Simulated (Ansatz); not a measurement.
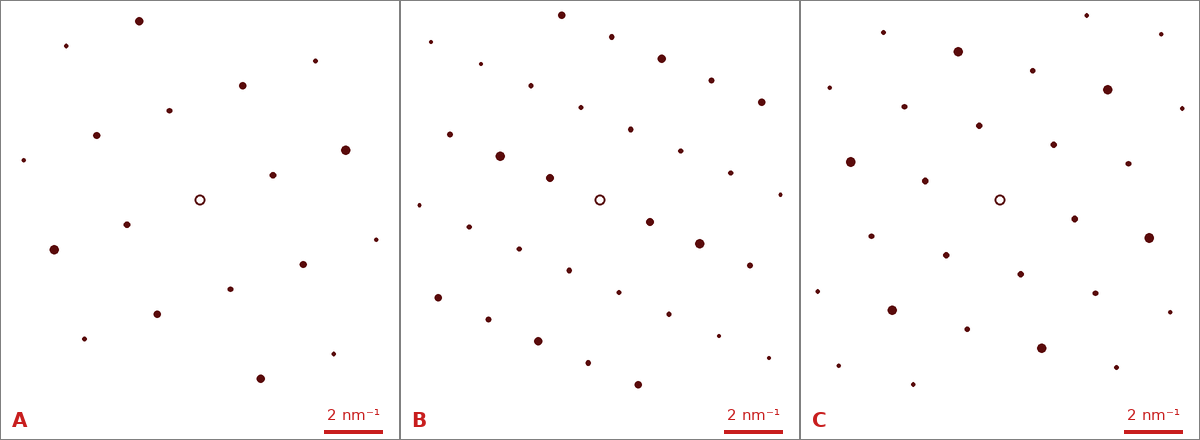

Kinematic zone-axis patterns, calculated for 120 keV electrons with B = 0.5 Å².

All three come from Zn₃PbN, space group Pm-3m (No. 221), a = 5.24 Å. Structure: the geometry relaxed with DFT PBE, scalar-relativistic, plane waves, PAW in Ansatz; the starting structure was generated, so it need not be a known form of this composition.

Assign the zone axes [110], [111], [211] to A, B and C.

Answer. A is [211]: rectangular net of 0 -1 1 at d = 3.71 Å and -1 1 1 at d = 3.03 Å, at 90.0°. B is [110]: rectangular net of 0 0 1 at d = 5.24 Å and 1 -1 0 at d = 3.71 Å, at 90.0°. C is [111]: hexagonal net of -1 1 0 at d = 3.71 Å and -1 0 1 at d = 3.71 Å, at 60.0°.
